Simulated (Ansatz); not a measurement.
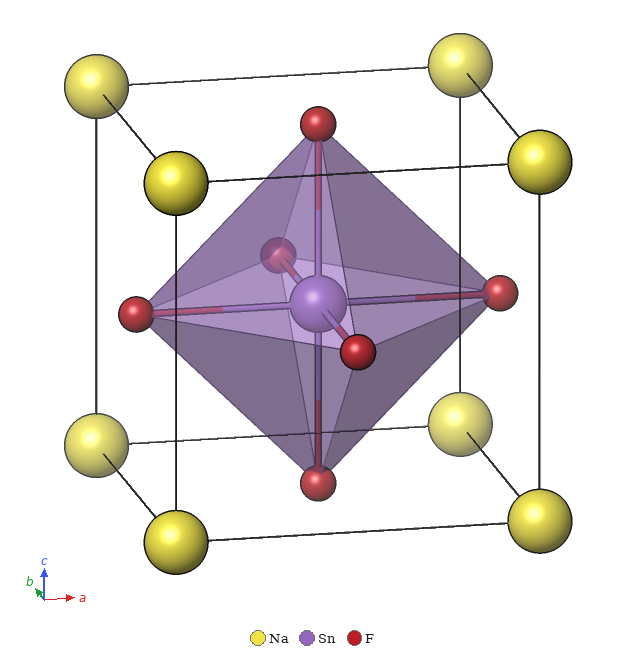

Figure: polyhedral view slightly off an axis. The wireframe shows the conventional unit cell.

NaSnF3, cubic perovskite, space group Pm-3m (No. 221), a = 4.818 Å, b = 4.818 Å, c = 4.818 Å, α = 90.00°, β = 90.00°, γ = 90.00°. The model was built from a structure type filled with these elements by a generator (whether the compound takes this form wasn't checked). The cell was then strained or its atoms displaced on purpose. It went into a calculation with Ansatz.

This one geometry was computed with Ansatz (DFT, plane waves, PAW) at three levels of theory: HSE06, PBE and r2SCAN. It was relaxed with r2SCAN and then strained.

Question: How does the band gap change with the level of theory?

Answer: PBE: a gap of 1.50 eV, indirect; r2SCAN: a gap of 1.80 eV, indirect; HSE06: a gap of 2.28 eV, indirect.

Question: Collect the results in a table.

Answer:
| level | cutoff (eV) | k-mesh of the run's cell | gap (eV) | pressure (GPa) |
| --- | --- | --- | --- | --- |
| HSE06 | 420 | 4×4×4 | 2.28 | -3.4 |
| PBE | 420 | 6×6×6 | 1.50 | -2.8 |
| r2SCAN | 500 | 6×6×6 | 1.80 | -4.1 |

Gaps are taken on the k-mesh or band path of each run.
